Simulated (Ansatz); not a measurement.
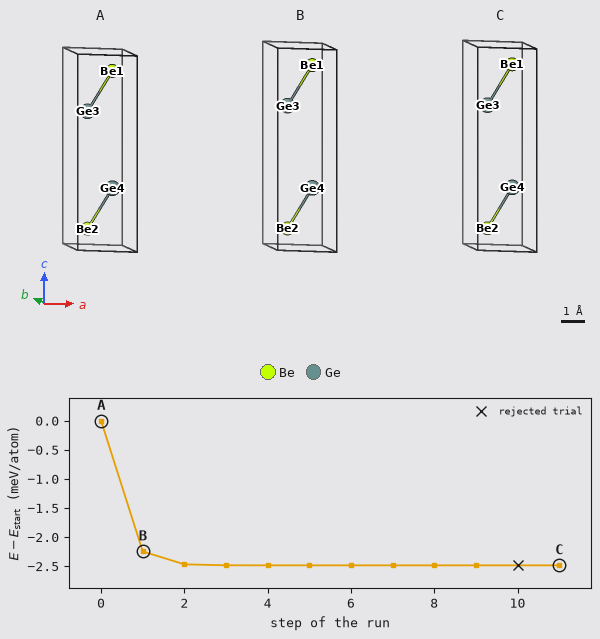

Frames of a relaxation of crystalline BeGe (a generated structure, set up in P-3m1), marked on the history of the run. Style: ball-and-stick. Shown: the cell of the calculation, slightly off an axis.

Method: DFT PBE, scalar-relativistic, plane waves, PAW; settings changed in Ansatz 0.2.0.

The input:
```yaml
crystal:
  lattice:
    - [2.7877242221, 0.0, 0.0]
    - [-1.393862111, 2.4142399951, 0.0]
    - [0.0, 0.0, 8.8651537696]
  atoms:
    - { symbol: Be, position: [0.6666666667, 0.3333333333, 0.9095068068] }
    - { symbol: Be, position: [0.3333333333, 0.6666666667, 0.0904931932] }
    - { symbol: Ge, position: [0.3333333333, 0.6666666667, 0.6886006825] }
    - { symbol: Ge, position: [0.6666666667, 0.3333333333, 0.3113993175] }
basis:
  ecutwfc: 420
kpoints:
  mp_grid: { grid: [18, 18, 6] }
hamiltonian:
  xc: pbe
scf:
  occupations: { method: gaussian, width: 0.1 }
  max_iter: 50
output:
  forces: true
  eigenvalues: true
  stress: true
relax:
  adjacent_minimum: "off"
  f_tol: 1.0e-09
  max_steps: 30
  cell: { stress_tol: 0.05 }
```

Command:
```bash
ansatz run input.yaml --threads 1 --pin off --max-ram 2048MiB --backend cpu --events-out ev --progress --plain --runs-dir out
```

What happens along the run?

Answer. The run was cut off at its time limit before the relaxation converged, so the last structure is only a point on the way. The input was poor on purpose: a force tolerance that can't be met. After 10 accepted moves (11 points after the start) the energy has fallen by 2.5 meV per atom. The largest force component goes from 0.074 to under 0.0001 eV/Å. The pressure goes from 0.20 to 0.00 GPa. The line search rejected the trial step at point 10 of the run. The largest moves relative to the cell, 0.059 Å, are those of Ge3 and Ge4. Ge3 goes along +c. By element the largest moves are Ge 0.059 Å, Be 0.010 Å. The drawn cell changes as follows: a = b 2.788 → 2.769 Å (−0.7 %), c 8.865 → 9.181 Å (+3.6 %); the volume changes by +2.2 %. Some distances before and after: Be1–Be2 2.273 → 2.292 Å, Ge3–Ge3 2.788 → 2.769 Å, Be1–Ge3 2.535 → 2.544 Å. The space group stays P-3m1 (No. 164). Cost: 5.7 min on 1 thread of Arm Neoverse V2 (shared host), peak memory 0.47 GiB. From step 0 to 1: Ge atoms move most (0.07 Å), volume +2.2 %, energy −2.2 meV per atom. From step 1 to 11: energy −0.2 meV per atom.

```tsv
step	E − E(0), meV/atom	largest force component, eV/Å	pressure, GPa	volume, Å³/atom	note
0	0.00	0.0736	0.20	14.916	
1	-2.24	0.0368	0.22	15.239	
2	-2.47	0.0194	0.00	15.256	
3	-2.48	0.0030	0.01	15.245	
4	-2.48	0.0003	0.00	15.247	
5	-2.48	0.0002	0.00	15.245	
6	-2.48	0.0000	0.00	15.245	
7	-2.48	0.0000	0.00	15.245	
8	-2.48	0.0000	0.00	15.245	
9	-2.48	0.0000	0.00	15.245	
10	-2.48	0.0000	0.00	15.245	rejected
11	-2.48	0.0000	0.00	15.245
```
